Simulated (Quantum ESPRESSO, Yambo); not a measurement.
# Beyond one shot: NaCl (Fm-3m), part 2 of 2

Wanted: G0W0 and self-consistent gaps of NaCl (Fm-3m), with the cost of the cycles.

Quantum ESPRESSO 7.5 and Yambo 5.3.0; PBE and many-body steps on it, plane waves. Known limits of the many-body steps: not at the basis limit; coarse k mesh.

So far. Step 5 (evGW0, cycle 1): Against G0W0 in Yambo (4×4×4 mesh, 108 bands, screening to 163.3 eV, Godby-Needs plasmon pole), the gap moves by +0.259 eV. Step 6 (evGW0, cycle 2): Against the cycle before, the gap moves by +0.022 eV.

The database entry behind the starting cell differs from later determinations by our own check (an axis about 0.4 % short against later determinations), so it need not match the best structure at ambient conditions.

### 7. evGW0, cycle 3

Level of this step: evGW0 on PBE, plane waves, norm-conserving pseudopotentials (Yambo).

Input file gw4.in:

```
HF_and_locXC
gw0
dyson
ppa
em1d
rim_cut
RandQpts= 1000000
RandGvec= 1 RL
EXXRLvcs= 76 Ry
VXCRLvcs= 304 Ry
Chimod= "HARTREE"
% BndsRnXp
 1 | 108 |
%
NGsBlkXp= 12 Ry
% LongDrXp
 1 | 1 | 1 |
%
% GbndRnge
 1 | 108 |
%
DysSolver= "n"
ExtendOut
PPAPntXp= 27.21138 eV
% QPkrange
 1 | 8 | 6 | 12 |
%
GfnQPdb= "E < ./gw3_fix/ndb.QP"
```

The run is started by

```
$ OMP_NUM_THREADS=1 mpirun -n 4 yambo -F gw4.in -J gw4,gw1_W -C gw4 > gw4.log
```

Output:

```text
 Yambo, version 5.3.0

 [02] CORE Variables Setup
 =========================

  [... cell, symmetries and grids as in the set-up ...]

  [02.05] Energies & Occupations
  ==============================

  [X] === General ===
  [X] Electronic Temperature                        :  0.000000  0.000000 [eV K]
  [X] Bosonic    Temperature                        :  0.000000  0.000000 [eV K]
  [X] Finite Temperature mode                       : no
  [X] El. density                                   :  0.36055E+24 [cm-3]
[...]
Sx RL components                                 :   3479

   QP @ state[ 1 ] K range                          :   1   8
   QP @ state[ 1 ] b range                          :   6  12
   GF energies kind                                 : Perdew, Burke & Ernzerhof(X)+Perdew, Burke & Ernzerhof(C)+ E < ./gw1/ndb.QP + @E Fit+ E < ./gw2_fix/
   GF WF`s kind                                     : Perdew, Burke & Ernzerhof(X)+Perdew, Burke & Ernzerhof(C)
   Xs energies kind                                 : Perdew, Burke & Ernzerhof(X)+Perdew, Burke & Ernzerhof(C)
   Xs WF`s kind                                     : Perdew, Burke & Ernzerhof(X)+Perdew, Burke & Ernzerhof(C)

 [13] Game Over & Game summary
```

Wall time 3.5 min (4 MPI ranks of Arm Neoverse V1, shared host); peak memory 1.4 GiB; 14 min of CPU time.

Numbers from this step:

```
quasiparticle gap on the mesh                         : 8.330 eV
gap of the density functional on the mesh             : 5.150 eV
k of the valence top                                  : 0, 0, 0
k of the conduction bottom                            : 0, 0, 0
least direct quasiparticle gap on the computed points : 8.330 eV
```

Against the cycle before, the gap moves by +0.002 eV.

The program's own table gives 8.669 eV, which is too large where the input levels are shifted: this version takes Σc at the unshifted level E₀, yet steps from the shifted one. The value above is the Newton step from E₀, E₀ + Z(Σc + Σx − Vxc), rebuilt from the printed columns.

### 8. evGW, cycle 1

This step: evGW on PBE, plane waves, norm-conserving pseudopotentials.

gw5.in, as its differences from gw4.in of step 7:

```diff
@@ -27,2 +27,3 @@
 %
-GfnQPdb= "E < ./gw3_fix/ndb.QP"
+GfnQPdb= "E < ./gw1/ndb.QP"
+XfnQPdb= "E < ./gw1/ndb.QP"
```

The run is started by

```
$ OMP_NUM_THREADS=1 mpirun -n 4 yambo -F gw5.in -J gw5 -C gw5 > gw5.log
```

Output:

```text
 Yambo, version 5.3.0

 [02] CORE Variables Setup
 =========================

  [... cell, symmetries and grids as in the set-up ...]

  [02.05] Energies & Occupations
  ==============================

  [X] === General ===
  [X] Electronic Temperature                        :  0.000000  0.000000 [eV K]
  [X] Bosonic    Temperature                        :  0.000000  0.000000 [eV K]
  [X] Finite Temperature mode                       : no
  [X] El. density                                   :  0.36055E+24 [cm-3]
[...]
Sx RL components                                 :   3479

   QP @ state[ 1 ] K range                          :   1   8
   QP @ state[ 1 ] b range                          :   6  12
   GF energies kind                                 : Perdew, Burke & Ernzerhof(X)+Perdew, Burke & Ernzerhof(C)+ E < ./gw1/ndb.QP + @E Fit
   GF WF`s kind                                     : Perdew, Burke & Ernzerhof(X)+Perdew, Burke & Ernzerhof(C)
   Xs energies kind                                 : Perdew, Burke & Ernzerhof(X)+Perdew, Burke & Ernzerhof(C)
   Xs WF`s kind                                     : Perdew, Burke & Ernzerhof(X)+Perdew, Burke & Ernzerhof(C)

 [15] Game Over & Game summary
```

The job ended after 4 min (4 MPI ranks; peak memory 1.5 GiB).

Numbers from this step:

```
quasiparticle gap on the mesh                         : 8.876 eV
gap of the density functional on the mesh             : 5.150 eV
k of the valence top                                  : 0, 0, 0
k of the conduction bottom                            : 0, 0, 0
least direct quasiparticle gap on the computed points : 8.876 eV
```

Against G0W0 in Yambo (4×4×4 mesh, 108 bands, screening to 163.3 eV, Godby-Needs plasmon pole), the gap moves by +0.829 eV.

The program's own table gives 9.136 eV, which is too large where the input levels are shifted: this version takes Σc at the unshifted level E₀, yet steps from the shifted one. The value above is the Newton step from E₀, E₀ + Z(Σc + Σx − Vxc), rebuilt from the printed columns.

### 9. evGW, cycle 2

gw6.in, as its differences from gw5.in of step 8:

```diff
@@ -27,3 +27,3 @@
 %
-GfnQPdb= "E < ./gw1/ndb.QP"
-XfnQPdb= "E < ./gw1/ndb.QP"
+GfnQPdb= "E < ./gw5_fix/ndb.QP"
+XfnQPdb= "E < ./gw5_fix/ndb.QP"
```

The run is started by

```
$ OMP_NUM_THREADS=1 mpirun -n 4 yambo -F gw6.in -J gw6 -C gw6 > gw6.log
```

Output:

```text
 Yambo, version 5.3.0

 [02] CORE Variables Setup
 =========================

  [... cell, symmetries and grids as in the set-up ...]

  [02.05] Energies & Occupations
  ==============================

  [X] === General ===
  [X] Electronic Temperature                        :  0.000000  0.000000 [eV K]
  [X] Bosonic    Temperature                        :  0.000000  0.000000 [eV K]
  [X] Finite Temperature mode                       : no
  [X] El. density                                   :  0.36055E+24 [cm-3]
[...]
Sx RL components                                 :   3479

   QP @ state[ 1 ] K range                          :   1   8
   QP @ state[ 1 ] b range                          :   6  12
   GF energies kind                                 : Perdew, Burke & Ernzerhof(X)+Perdew, Burke & Ernzerhof(C)+ E < ./gw1/ndb.QP + @E Fit+ E < ./gw5_fix/
   GF WF`s kind                                     : Perdew, Burke & Ernzerhof(X)+Perdew, Burke & Ernzerhof(C)
   Xs energies kind                                 : Perdew, Burke & Ernzerhof(X)+Perdew, Burke & Ernzerhof(C)
   Xs WF`s kind                                     : Perdew, Burke & Ernzerhof(X)+Perdew, Burke & Ernzerhof(C)

 [15] Game Over & Game summary
```

It took 4 min on 4 MPI ranks; peak memory 1.5 GiB; 16 min of CPU time.

This step gave:

```
quasiparticle gap on the mesh                         : 9.065 eV
gap of the density functional on the mesh             : 5.150 eV
k of the valence top                                  : 0, 0, 0
k of the conduction bottom                            : 0, 0, 0
least direct quasiparticle gap on the computed points : 9.065 eV
```

Against the cycle before, the gap moves by +0.189 eV.

The program's own table gives 9.369 eV, which is too large where the input levels are shifted: this version takes Σc at the unshifted level E₀, yet steps from the shifted one. The value above is the Newton step from E₀, E₀ + Z(Σc + Σx − Vxc), rebuilt from the printed columns.

### 10. evGW, cycle 3

gw7.in, as its differences from gw6.in of step 9:

```diff
@@ -27,3 +27,3 @@
 %
-GfnQPdb= "E < ./gw5_fix/ndb.QP"
-XfnQPdb= "E < ./gw5_fix/ndb.QP"
+GfnQPdb= "E < ./gw6_fix/ndb.QP"
+XfnQPdb= "E < ./gw6_fix/ndb.QP"
```

The run is started by

```
$ OMP_NUM_THREADS=1 mpirun -n 4 yambo -F gw7.in -J gw7 -C gw7 > gw7.log
```

Output:

```text
 Yambo, version 5.3.0

 [02] CORE Variables Setup
 =========================

  [... cell, symmetries and grids as in the set-up ...]

  [02.05] Energies & Occupations
  ==============================

  [X] === General ===
  [X] Electronic Temperature                        :  0.000000  0.000000 [eV K]
  [X] Bosonic    Temperature                        :  0.000000  0.000000 [eV K]
  [X] Finite Temperature mode                       : no
  [X] El. density                                   :  0.36055E+24 [cm-3]
[...]
Sx RL components                                 :   3479

   QP @ state[ 1 ] K range                          :   1   8
   QP @ state[ 1 ] b range                          :   6  12
   GF energies kind                                 : Perdew, Burke & Ernzerhof(X)+Perdew, Burke & Ernzerhof(C)+ E < ./gw1/ndb.QP + @E Fit+ E < ./gw5_fix/
   GF WF`s kind                                     : Perdew, Burke & Ernzerhof(X)+Perdew, Burke & Ernzerhof(C)
   Xs energies kind                                 : Perdew, Burke & Ernzerhof(X)+Perdew, Burke & Ernzerhof(C)
   Xs WF`s kind                                     : Perdew, Burke & Ernzerhof(X)+Perdew, Burke & Ernzerhof(C)

 [15] Game Over & Game summary
```

Wall time 4 min (4 MPI ranks); peak memory 1.5 GiB.

Numbers from this step:

```yaml
quasiparticle_gap_on_the_mesh: 9.098 eV
gap_of_the_density_functional_on_the_mesh: 5.150 eV
k_of_the_valence_top: 0, 0, 0
k_of_the_conduction_bottom: 0, 0, 0
least_direct_quasiparticle_gap_on_the_computed_points: 9.098 eV
```

Against the cycle before, the gap moves by +0.033 eV.

The program's own table gives 9.412 eV, which is too large where the input levels are shifted: this version takes Σc at the unshifted level E₀, yet steps from the shifted one. The value above is the Newton step from E₀, E₀ + Z(Σc + Σx − Vxc), rebuilt from the printed columns.

### 11. evGW, cycle 4

gw8.in, as its differences from gw7.in of step 10:

```diff
@@ -27,3 +27,3 @@
 %
-GfnQPdb= "E < ./gw6_fix/ndb.QP"
-XfnQPdb= "E < ./gw6_fix/ndb.QP"
+GfnQPdb= "E < ./gw7_fix/ndb.QP"
+XfnQPdb= "E < ./gw7_fix/ndb.QP"
```

The run is started by

```
$ OMP_NUM_THREADS=1 mpirun -n 4 yambo -F gw8.in -J gw8 -C gw8 > gw8.log
```

Output:

```text
 Yambo, version 5.3.0

 [02] CORE Variables Setup
 =========================

  [... cell, symmetries and grids as in the set-up ...]

  [02.05] Energies & Occupations
  ==============================

  [X] === General ===
  [X] Electronic Temperature                        :  0.000000  0.000000 [eV K]
  [X] Bosonic    Temperature                        :  0.000000  0.000000 [eV K]
  [X] Finite Temperature mode                       : no
  [X] El. density                                   :  0.36055E+24 [cm-3]
[...]
Sx RL components                                 :   3479

   QP @ state[ 1 ] K range                          :   1   8
   QP @ state[ 1 ] b range                          :   6  12
   GF energies kind                                 : Perdew, Burke & Ernzerhof(X)+Perdew, Burke & Ernzerhof(C)+ E < ./gw1/ndb.QP + @E Fit+ E < ./gw5_fix/
   GF WF`s kind                                     : Perdew, Burke & Ernzerhof(X)+Perdew, Burke & Ernzerhof(C)
   Xs energies kind                                 : Perdew, Burke & Ernzerhof(X)+Perdew, Burke & Ernzerhof(C)
   Xs WF`s kind                                     : Perdew, Burke & Ernzerhof(X)+Perdew, Burke & Ernzerhof(C)

 [15] Game Over & Game summary
```

It took 4 min on 4 MPI ranks; peak memory 1.5 GiB.

Numbers from this step:

* quasiparticle gap on the mesh: 9.110 eV
* gap of the density functional on the mesh: 5.150 eV
* k of the valence top: 0, 0, 0
* k of the conduction bottom: 0, 0, 0
* least direct quasiparticle gap on the computed points: 9.110 eV

Against the cycle before, the gap moves by +0.012 eV.

The program's own table gives 9.425 eV, which is too large where the input levels are shifted: this version takes Σc at the unshifted level E₀, yet steps from the shifted one. The value above is the Newton step from E₀, E₀ + Z(Σc + Σx − Vxc), rebuilt from the printed columns.

### 12. evGW, cycle 5

gw9.in, as its differences from gw8.in of step 11:

```diff
@@ -27,3 +27,3 @@
 %
-GfnQPdb= "E < ./gw7_fix/ndb.QP"
-XfnQPdb= "E < ./gw7_fix/ndb.QP"
+GfnQPdb= "E < ./gw8_fix/ndb.QP"
+XfnQPdb= "E < ./gw8_fix/ndb.QP"
```

The run is started by

```
$ OMP_NUM_THREADS=1 mpirun -n 4 yambo -F gw9.in -J gw9 -C gw9 > gw9.log
```

Output:

```text
 Yambo, version 5.3.0

 [02] CORE Variables Setup
 =========================

  [... cell, symmetries and grids as in the set-up ...]

  [02.05] Energies & Occupations
  ==============================

  [X] === General ===
  [X] Electronic Temperature                        :  0.000000  0.000000 [eV K]
  [X] Bosonic    Temperature                        :  0.000000  0.000000 [eV K]
  [X] Finite Temperature mode                       : no
  [X] El. density                                   :  0.36055E+24 [cm-3]
[...]
Sx RL components                                 :   3479

   QP @ state[ 1 ] K range                          :   1   8
   QP @ state[ 1 ] b range                          :   6  12
   GF energies kind                                 : Perdew, Burke & Ernzerhof(X)+Perdew, Burke & Ernzerhof(C)+ E < ./gw1/ndb.QP + @E Fit+ E < ./gw5_fix/
   GF WF`s kind                                     : Perdew, Burke & Ernzerhof(X)+Perdew, Burke & Ernzerhof(C)
   Xs energies kind                                 : Perdew, Burke & Ernzerhof(X)+Perdew, Burke & Ernzerhof(C)
   Xs WF`s kind                                     : Perdew, Burke & Ernzerhof(X)+Perdew, Burke & Ernzerhof(C)

 [15] Game Over & Game summary
```

It took 4 min on 4 MPI ranks; peak memory 1.5 GiB.

Numbers from this step:

```yaml
quasiparticle_gap_on_the_mesh: 9.113 eV
gap_of_the_density_functional_on_the_mesh: 5.150 eV
k_of_the_valence_top: 0, 0, 0
k_of_the_conduction_bottom: 0, 0, 0
least_direct_quasiparticle_gap_on_the_computed_points: 9.113 eV
```

Against the cycle before, the gap moves by +0.003 eV.

The program's own table gives 9.429 eV, which is too large where the input levels are shifted: this version takes Σc at the unshifted level E₀, yet steps from the shifted one. The value above is the Newton step from E₀, E₀ + Z(Σc + Σx − Vxc), rebuilt from the printed columns.

### 13. The runs together

Times are wall times on 4 MPI ranks of Arm Neoverse V1, shared host, good to a factor of about two.

| run | mesh | bands | screening cutoff (eV) | DFT gap (eV) | gap on the mesh (eV) | direct (eV) | time |
| --- | --- | --- | --- | --- | --- | --- | --- |
| G0W0 | 4×4×4 | 108 | 163.3 | 5.150 | 8.046 | 8.046 | 3.9 min |
| evGW0, cycle 1 | 4×4×4 | 108 | 163.3 | 5.150 | 8.306 | 8.306 | 3.4 min |
| evGW0, cycle 2 | 4×4×4 | 108 | 163.3 | 5.150 | 8.328 | 8.328 | 3.5 min |
| evGW0, cycle 3 | 4×4×4 | 108 | 163.3 | 5.150 | 8.330 | 8.330 | 3.5 min |
| evGW, cycle 1 | 4×4×4 | 108 | 163.3 | 5.150 | 8.876 | 8.876 | 4 min |
| evGW, cycle 2 | 4×4×4 | 108 | 163.3 | 5.150 | 9.065 | 9.065 | 4 min |
| evGW, cycle 3 | 4×4×4 | 108 | 163.3 | 5.150 | 9.098 | 9.098 | 4 min |
| evGW, cycle 4 | 4×4×4 | 108 | 163.3 | 5.150 | 9.110 | 9.110 | 4 min |
| evGW, cycle 5 | 4×4×4 | 108 | 163.3 | 5.150 | 9.113 | 9.113 | 4 min |

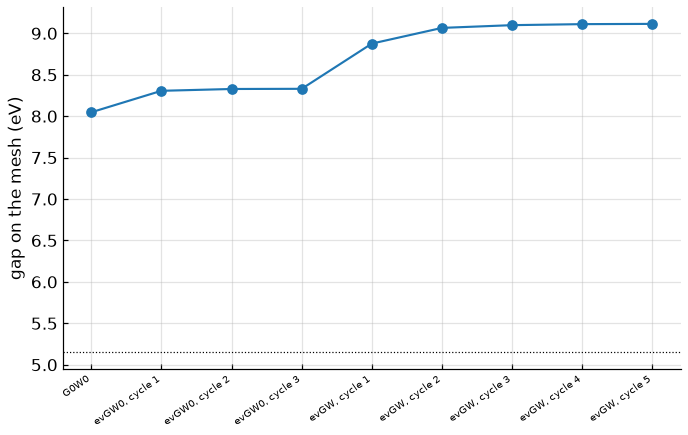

The gap through the cycles; the dotted line is the starting gap.

### 14. What came out

```yaml
g0w0: 8.046 eV
evgw0_cycle_1: 8.306 eV
evgw0_cycle_2: 8.328 eV
evgw0_cycle_3: 8.330 eV
evgw_cycle_1: 8.876 eV
evgw_cycle_2: 9.065 eV
evgw_cycle_3: 9.098 eV
evgw_cycle_4: 9.110 eV
evgw_cycle_5: 9.113 eV
known_limits: not at the basis limit; coarse k mesh
```

In words: evGW0 ends at 8.33 eV, +0.28 eV from G0W0, after 3 cycles that took 10 min beside the first screening; the last moved the gap by 0.002 eV. evGW ends at 9.11 eV, +1.07 eV from G0W0, after 5 cycles that took 20 min beside the first screening; the last moved the gap by 0.003 eV. Bands and cutoff are finite, so the gap is not at the basis limit. The miss can reach some tenths of an eV and take either sign; the mesh is an error of its own. The 4×4×4 mesh is coarse for this cell, which bears on the long-range parts of exchange and screening.

[Paths, hosts, dates, memory and timing lines, banners, echoed tables and standing remarks are left out of the program output.]

[Logs are printed without paths, hosts, clocks, repeated set-up lines and the standing remarks that a program may print on its own settings, such as how far it seeks lower states.]

[Runs of the session that timed out or met a known fault of the program may be left out.]

[Hosts, paths, dates, database ids (printed as entryN), source tags and the programs' standing remarks are cut or masked in the printed files.]
